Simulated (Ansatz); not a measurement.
**ClFGeH₂: density, localisation and related maps**

Input

```
crystal:
  periodic: [false, false, false]
  atoms:
    - { symbol: Ge, position_ang: [0.0, 0.0, 0.0] }
    - { symbol: Cl, position_ang: [1.3501, 0.0, 2.0083] }
    - { symbol: H, position_ang: [1.741, 0.0, 0.178] }
    - { symbol: H, position_ang: [-0.73, 1.2648, -0.5162] }
    - { symbol: F, position_ang: [-0.7913, -1.3709, -0.5594] }
basis:
  gaussian: { orbitals: def2-SVP }
hamiltonian:
  xc: pbe0
  dispersion: d4
relax:
  f_tol: 0.15
  max_steps: 25
  restrain:
    - { distance: [1, 2], at: 2.57, k: 30.0 }
    - { distance: [0, 1], at: 2.22, k: 30.0 }
    - { distance: [0, 2], at: 1.55, k: 30.0 }
output:
  orbitals: {}
```

Command:

```sh
ansatz run input.yaml --threads 1 --pin off --max-ram 2048MiB --backend cpu --events-out ev --progress --plain --runs-dir out
```

The fields are those of the run's last geometry, not of the input's.

Not at a stationary point (largest force 1.3 eV/Å).

Computed with RKS PBE0-D4/def2-SVP in Ansatz 0.2.0.

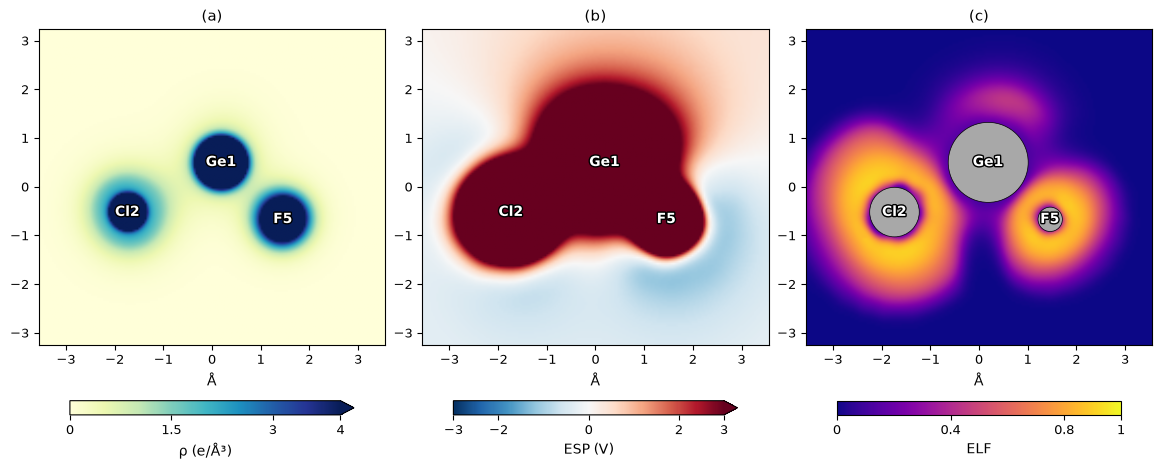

Figure 1. (a) total electron density; (b) electrostatic potential; (c) ELF on the plane of atoms Cl2, Ge1 and F5. Grey discs cover the atomic cores in the ELF map.

> What does the map show?

- Atoms in the plane: Ge, Cl and F.
- Ge–F (1.73 Å): ρ is about 0.94 e/Å³ halfway; the ELF peaks at about 0.80 in the valence shell of F, 0.5 Å from its nucleus, and is about 0.25 at the midpoint.
- Ge–Cl (2.18 Å): ρ is about 0.7 e/Å³ halfway; the ELF peaks at about 0.85 in the valence shell of Cl, 0.9 Å from its nucleus, and is about 0.65 at the midpoint.
- The ELF also peaks beside Cl2 and F5, away from the bonds: lone-pair regions.
- Outside the dense part of the molecule the potential is most negative (−1.2 V) near F5.

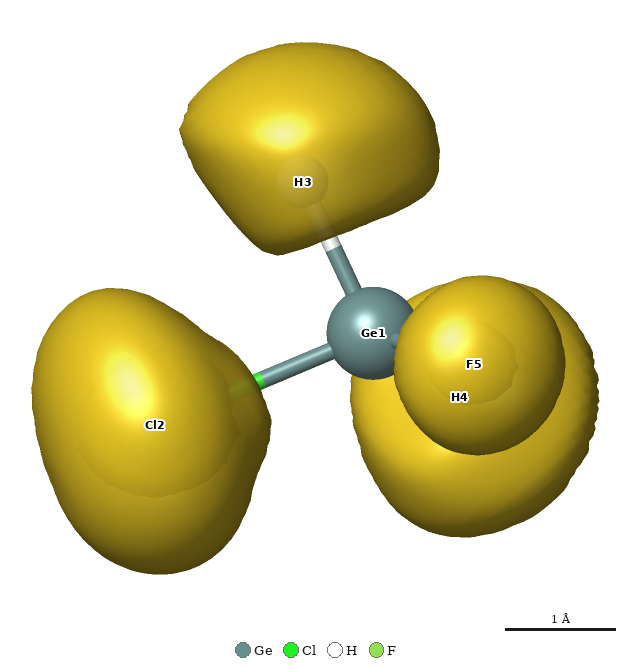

Figure 2. Isosurface of the ELF at 0.75 (yellow), seen from one side. Core shells and regions of very low density are left out.

> Identify the bonds, lone pairs and shells in this picture.

The surface consists of two regions around hydrogen nuclei, one region wrapped around Cl (its valence shell) and one region wrapped around F (its valence shell).

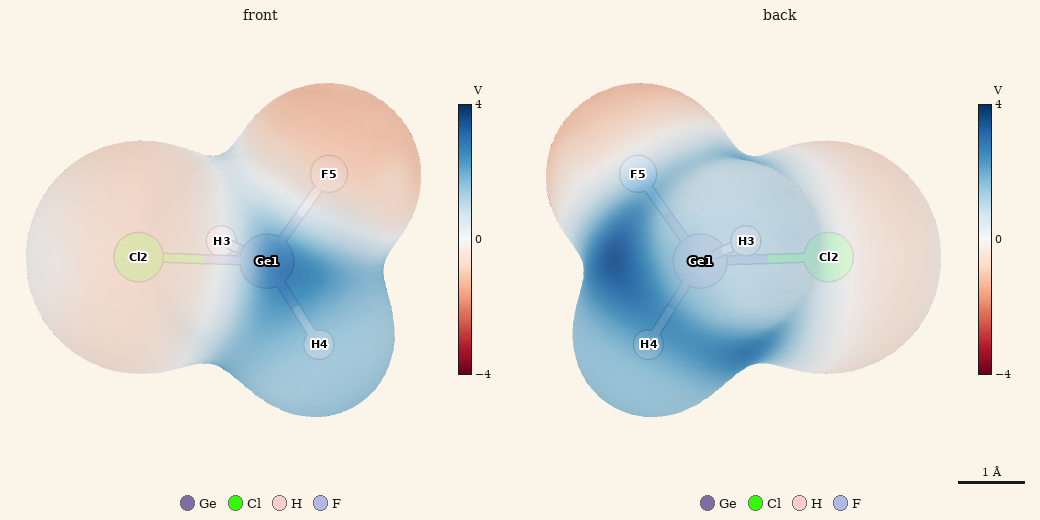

Figure 3. The molecular electrostatic potential painted on the density surface at 0.004 e/bohr³, seen from the front and from behind; the colour scale runs from red (negative) to blue (positive).

> Where is the surface potential most negative and most positive?

The most negative region (about −1.2 V) lies over F5, the most positive (about +3.3 V) over Ge1.
